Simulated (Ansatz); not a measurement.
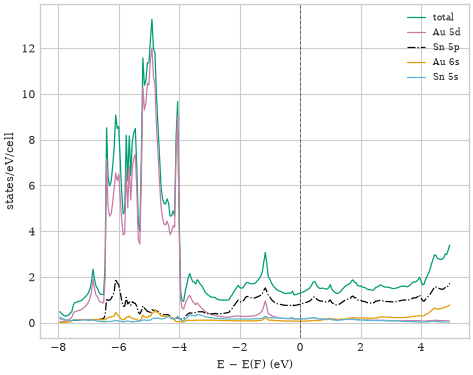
Total and projected density of states of SnAu (NiAs type, space group No. 194), plane-wave PAW r²SCAN (Ansatz code)

Question: Which orbitals carry the states next to the Fermi level?

Answer: Within 0.5 eV of the Fermi level: Sn 5p 62 %, Sn 5s 14 %, Au 5d 13 %, Au 6s 6 %, outside the projected shells 6 %. Projections are on Löwdin-orthogonalised atomic valence shells; empty p or d shells of many metals are not among them.

Question: Where is the tallest occupied peak in this window, and what makes it?

Answer: Near -4.9 eV, about 13 states/eV per cell; the largest projected share is Au 5d.

Space group P6_3/mmc (NiAs type). The first step of the workflow began from a Materials Project structure, measured or hypothetical; the Crystallography Open Database files this formula in space group No. 194, but the cells were not matched. Whether it is the stable phase at ambient conditions was not checked. The r²SCAN relaxation kept the symmetry of its start; of distortions, only those at the zone centre were tested. Scalar-relativistic: spin–orbit coupling is off unless named, which matters more the heavier the elements.

Potentials: the later of the program's two PAW sets.
